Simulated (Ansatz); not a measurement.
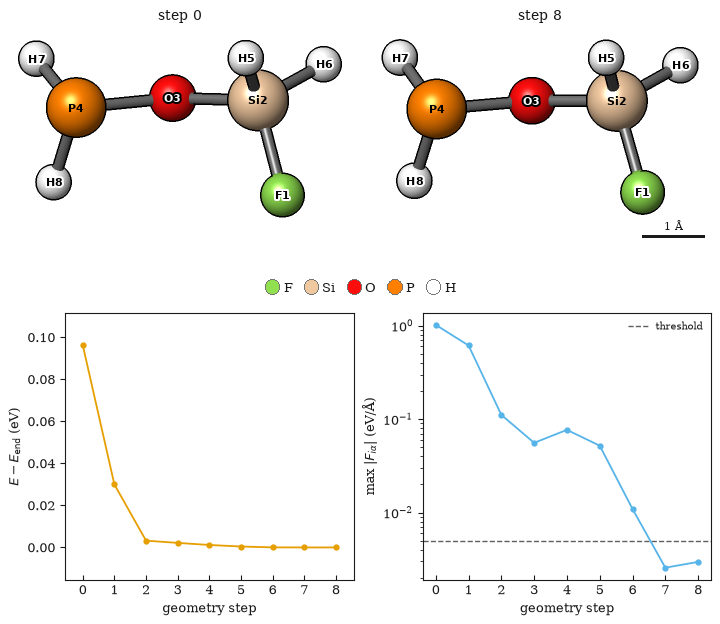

First and last geometry of a relaxation of SiPH$_{4}$OF, with the history of the run. The picture is a ball-and-stick view, seen at a tilt.

The start comes from PBE-D4/def2-SVP.

Theory: RKS PBE0-D4/def2-TZVP (Ansatz 0.2.0). Settings: force threshold 0.005 eV/Å; at most 150 steps.

Question: Did the run converge, and what did it change?

Answer: It converged. O3 moves most after the best rigid fit: 0.075 Å. By element the largest moves are O 0.075 Å, H 0.066 Å, F 0.045 Å, P 0.027 Å, Si 0.021 Å. Near-neighbour distances that change, for instance: O3–P4 1.698 → 1.653 Å, F1–Si2 1.635 → 1.593 Å, Si2–O3 1.670 → 1.631 Å, P4–H7 1.446 → 1.423 Å. Bond angles that change, for instance: Si2–O3–P4 125.7° → 129.5°. After 8 geometry steps the energy has fallen by 0.096 eV. Largest force component: 1 eV/Å at the start, 0.003 eV/Å at the end.

```json
{"step": "0", "E − E(0), eV": "0.0000", "largest force component, eV/Å": "1.0210"}
{"step": "1", "E − E(0), eV": "-0.0663", "largest force component, eV/Å": "0.6147"}
{"step": "2", "E − E(0), eV": "-0.0931", "largest force component, eV/Å": "0.1110"}
{"step": "3", "E − E(0), eV": "-0.0941", "largest force component, eV/Å": "0.0558"}
{"step": "4", "E − E(0), eV": "-0.0951", "largest force component, eV/Å": "0.0768"}
{"step": "5", "E − E(0), eV": "-0.0958", "largest force component, eV/Å": "0.0520"}
{"step": "6", "E − E(0), eV": "-0.0962", "largest force component, eV/Å": "0.0109"}
{"step": "7", "E − E(0), eV": "-0.0963", "largest force component, eV/Å": "0.0026"}
{"step": "8", "E − E(0), eV": "-0.0963", "largest force component, eV/Å": "0.0030"}
```
